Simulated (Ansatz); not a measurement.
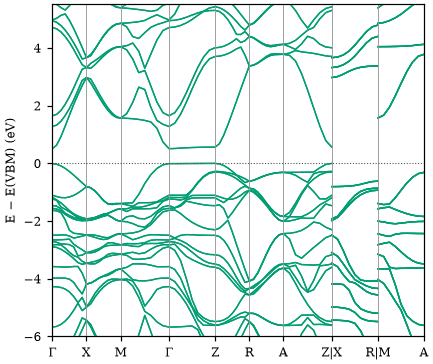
Figure. Band structure from PBEsol with spin–orbit coupling (plane waves, PAW; program Ansatz)

Task: Read off the gap and where the band edges lie.

Result: About 0.5 eV (0.51 eV by a search for the band edges); maximum at Z, minimum at Γ.

The material is WO₃ in space group P4/nmm (No. 129; W on 2c, O on 2c, O on 4d).

The first step of the workflow began from a Materials Project structure, measured or hypothetical; the Crystallography Open Database files this formula in space group No. 129, but the cells were not matched. Its standing as an ambient phase is unchecked. Symmetry was held in the PBEsol relaxation; its stability against distortions is not shown here. The run is not spin-polarised. No Hubbard U is applied.

Potentials: the later of the program's two PAW sets.
